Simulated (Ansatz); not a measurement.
AgRu₂Au₂

Input

```
crystal:
  lattice:
    - [4.4293152139, -2.7e-09, 0.0]
    - [-2.2146576046, 3.8358994979, 0.0]
    - [0.0, 0.0, 33.8036224]
  atoms:
    - { symbol: Ag, position: [0.0, 0.0, 0.2962753936] }
    - { symbol: Ru, position: [0.3333333333, 0.6666666667, 0.3360896688] }
    - { symbol: Ru, position: [0.6666666667, 0.3333333333, 0.3360896688] }
    - { symbol: Au, position: [0.3333333333, 0.6666666667, 0.2544508655] }
    - { symbol: Au, position: [0.6666666667, 0.3333333333, 0.2544508655] }
  periodic: [true, true, false]
basis:
  ecutwfc: 420
kpoints:
  mp_grid: { grid: [12, 12, 1] }
hamiltonian:
  xc: pbe
scf:
  occupations: { method: gaussian, width: 0.1 }
output:
  forces: true
  stress: true
  eigenvalues: true
  write_density: true
  write_potential: true
  elf: true
  volumetric_format: npy
relax:
  adjacent_minimum: "off"
  f_tol: 0.01
  max_steps: 80
  cell: { stress_2d_tol: 0.02 }
```

Command:

```sh
ansatz run input.yaml --threads 1 --pin off --max-ram 2560MiB --backend cpu --events-out ev --progress --plain --runs-dir out
```

The fields are those of the relaxed geometry.

A structure generated by program, which may or may not match a known phase; computed without spin polarisation.

All numbers below come from DFT PBE, scalar-relativistic, plane waves, PAW (Ansatz 0.2.0).

### What can the converged valence pseudo-density and electron localisation function tell about the bonding?

Ru–Au (2.76 Å): the density is about 0.35 e/Å³ at the midpoint; the ELF is about 0.30 at the midpoint; no localised pair shows between them.
Ag–Ru (2.89 Å): ρ at the midpoint is about 0.24 e/Å³; the ELF is about 0.20 at the midpoint: no shared electron pair shows on this line.
Ag–Au (2.92 Å): ρ at the midpoint is about 0.24 e/Å³; the ELF is about 0.20 at the midpoint; no shared electron pair shows on this line.

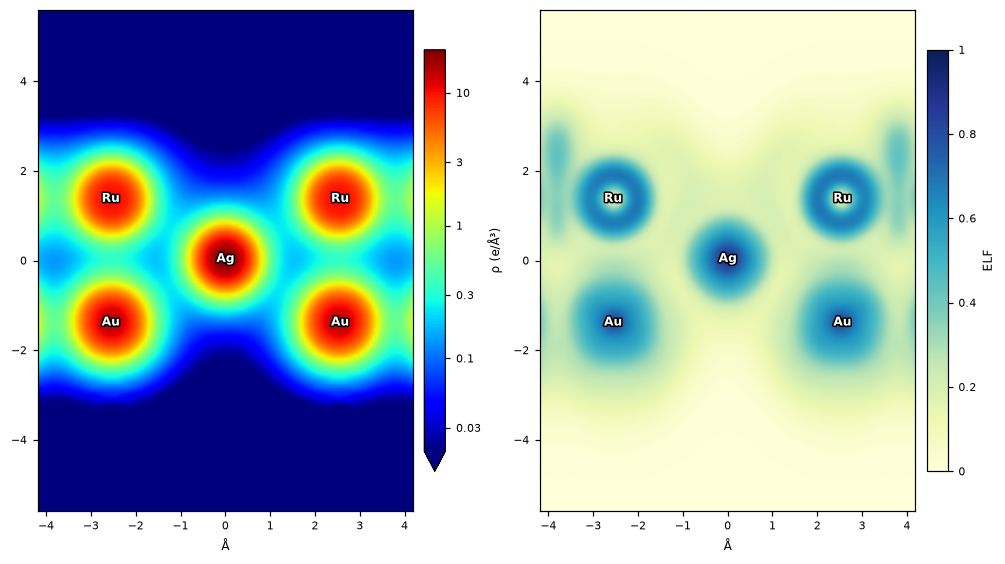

Computed valence pseudo-density and electron localisation function on the (110) plane of the calculation cell, a cut from vacuum to vacuum, in this order. 

The density is the valence pseudo-density of a PAW calculation; it isn't the true density close to the nuclei.
